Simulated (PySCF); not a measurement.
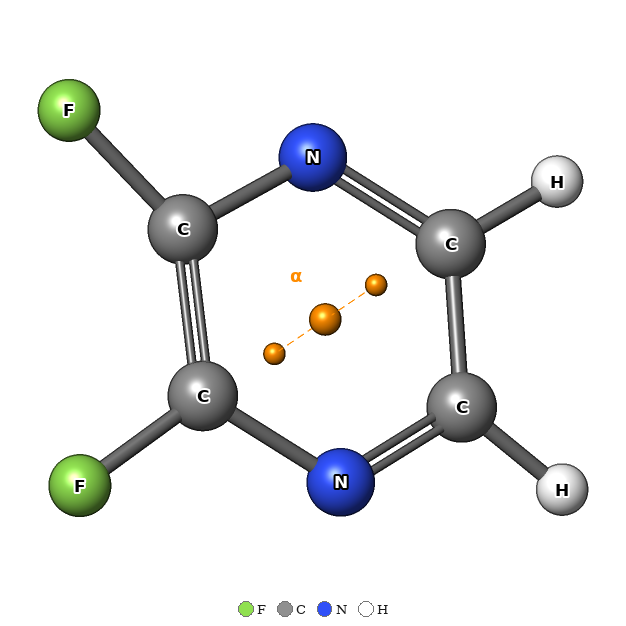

The small points mark where nucleus-independent chemical shifts (NICS) were computed: at the centre of each lettered ring and 1 Å above and below it. Geometry: a frame of a GFN2-xTB molecular-dynamics simulation, not a minimum. Properties computed with GIAO PBE0/pcSseg-1 NMR shielding, non-relativistic, gas phase (PySCF 2.14.0).

Give NICS(0), NICS(1) and the out-of-plane component NICS(1)zz for each ring (means of the two sides).

```tsv
ring	members	NICS(0)	NICS(1)	NICS(1)zz
α	C4N2	−10.1	−11.5	−27.9
```

Values in ppm.

Question: What do the values say about the ring currents?

Answer: Ring α: diatropic, as in an aromatic ring. NICS is one index among several.
